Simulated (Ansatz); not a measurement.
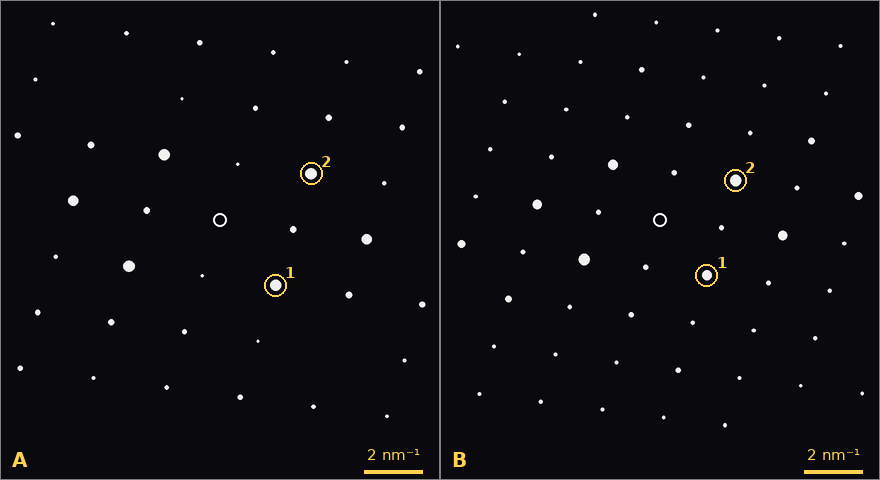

Kinematic electron diffraction patterns (200 kV, B = 0.5 Å², same scale) along [101] of the run's own cell, for the start and the end of one relaxation of KSr2 with DFT, PAW plane waves, r2scan in Ansatz 0.2.0. k mesh 7×7×7. The start is a generated model structure, and the relaxation ends in the nearest stationary point of its symmetry, not necessarily the ground state. Spot 1 is -1 1 1 and spot 2 is -1 -1 1 in both.

Start structure:

```
Sr K
1.0
     0.00000    5.08045    0.00000
     5.08045    0.00000    0.00000
     2.54022    2.54022   -8.96430
Sr K
4 2
Cartesian
  0.0000 2.5402 0.0000
  2.5402 0.0000 0.0000
  2.5402 2.5402 -3.0658
  5.0804 5.0804 -5.8985
  2.5402 2.5402 -6.4902
  5.0804 5.0804 -2.4741
```

Q: Which pattern belongs to the start structure, and which to the relaxed one?

A: A is the start: its cell gives d(1) = 3.335 Å, d(2) = 2.803 Å and an angle of 76.5°. B is the relaxed structure, with d(1) = 3.950 Å (+18.4 %), d(2) = 3.348 Å (+19.4 %) and 77.2°.

Q: Name reflections whose intensity changes strongly on relaxation.

A: 2 -1 -2 goes from 8.5 to 1.6 % of the strongest spot; 1 0 -1 goes from 8.7 to 2.2 % of the strongest spot; 2 2 -2 goes from 3.9 to 11 % of the strongest spot.

Q: Summarise the relaxation behind the change.

A: The volume changed by +69.5 % to 65.37 Å³ an atom; with the mean shift removed, the atoms moved by up to 0.61 Å relative to the cell (Sr most); the space group stayed I4/mmm (No. 139); the free energy fell by 460 meV an atom. Relaxed cell: a = 5.990 Å, b = 5.990 Å, c = 11.722 Å, α = 75.20°, β = 75.20°, γ = 90.00°.
